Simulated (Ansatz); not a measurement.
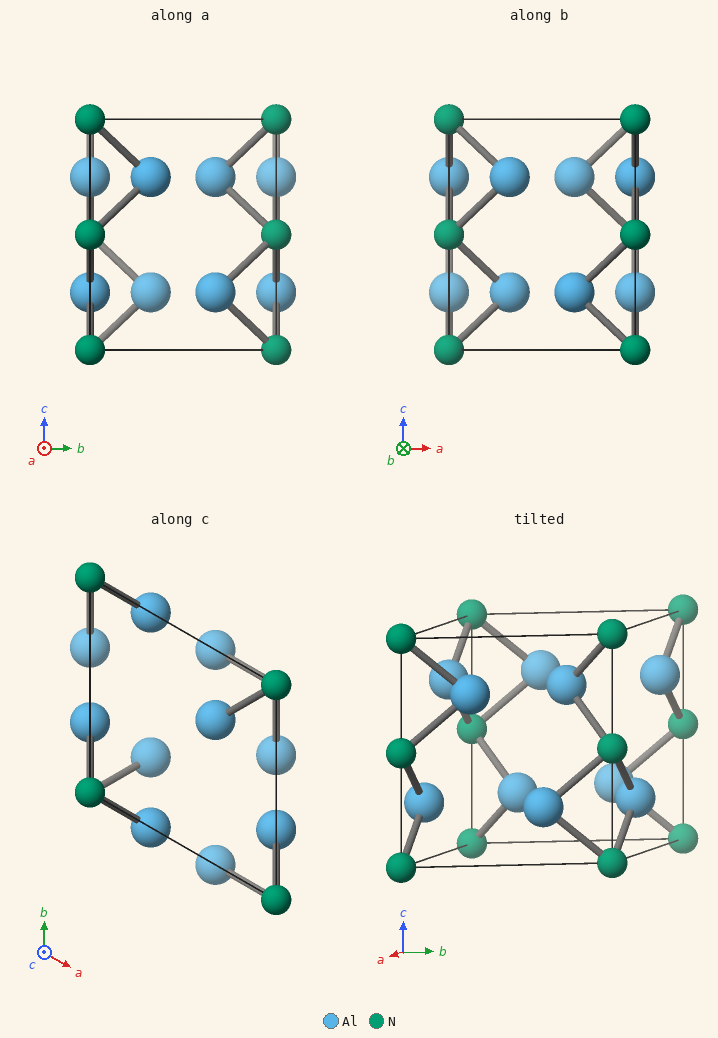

Crystal structure, ball-and-stick style, seen along the a axis, along the b axis, along the c axis and slightly off an axis. The conventional unit cell is drawn as a box.

Lattice parameters: a = 4.8741 Å, b = 4.8741 Å, c = 5.2279 Å, α = 90.000°, β = 90.000°, γ = 120.000°.

### Express the structure as a CIF with its space group and independent sites, with free fractional coordinates to two decimals.

```cif
data_structure
_symmetry_space_group_name_H-M 'P 63/m c m'
_symmetry_Int_Tables_number 193
_cell_length_a 4.8741
_cell_length_b 4.8741
_cell_length_c 5.2279
_cell_angle_alpha 90.000
_cell_angle_beta 90.000
_cell_angle_gamma 120.000
_cell_volume 107.56
loop_
_atom_site_label
_atom_site_type_symbol
_atom_site_symmetry_multiplicity
_atom_site_Wyckoff_symbol
_atom_site_fract_x
_atom_site_fract_y
_atom_site_fract_z
_atom_site_occupancy
Al1 Al 6 g 0.33 0.33 0.25 1
N1 N 2 b 0.00 0.00 0.00 1
```

Its origin is a structure type filled with these elements by a generator (whether the compound takes this form wasn't checked). Relaxation method: Ansatz 0.2.0, DFT PBE, scalar-relativistic, plane waves, PAW.
